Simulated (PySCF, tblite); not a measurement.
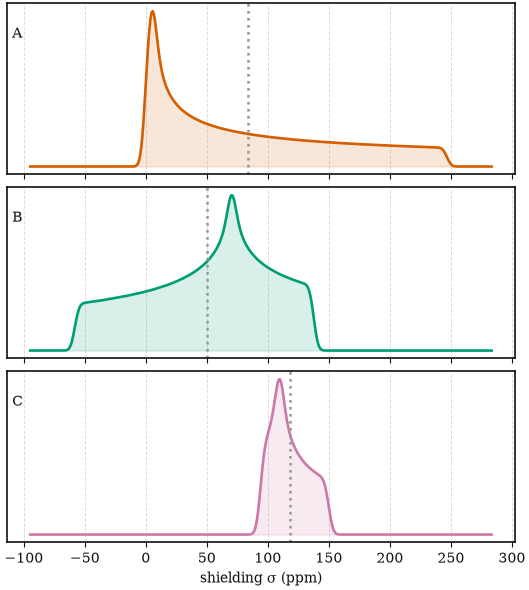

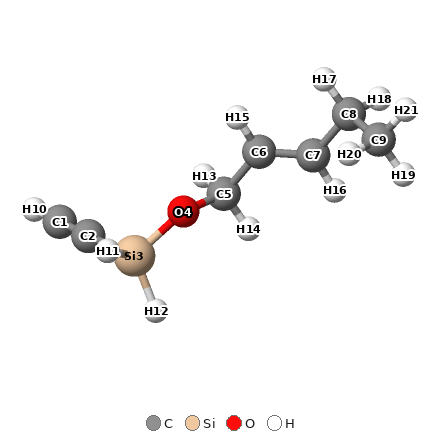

Static powder patterns (¹³C) from GIAO shielding tensors of C₇H₁₂OSi, SMILES C#C[SiH2]OC/C=C/CC, PBE0/pcSseg-1, PySCF 2.14.0, at a GFN2-xTB geometry (a minimum by its frequencies); absolute shielding, one fixed geometry of the isolated molecule without any motion, no dipolar terms. The dotted line is the isotropic value; skew is 3(σiso − σ22)/span.

**The panels belong to C1, C5 and C6. Which is which?**

panel A: C1, σ11, σ22, σ33 = −1, 6, 247 ppm, isotropic 84, span 248 ppm, skew 0.95; panel B: C6, σ11, σ22, σ33 = −58, 70, 138 ppm, isotropic 50, span 196 ppm, skew −0.31; panel C: C5, σ11, σ22, σ33 = 94, 110, 150 ppm, isotropic 118, span 56 ppm, skew 0.44.

Known limits of this run: the tight-binding geometry is rougher than a DFT one and adds to the error; one conformer of a flexible molecule.
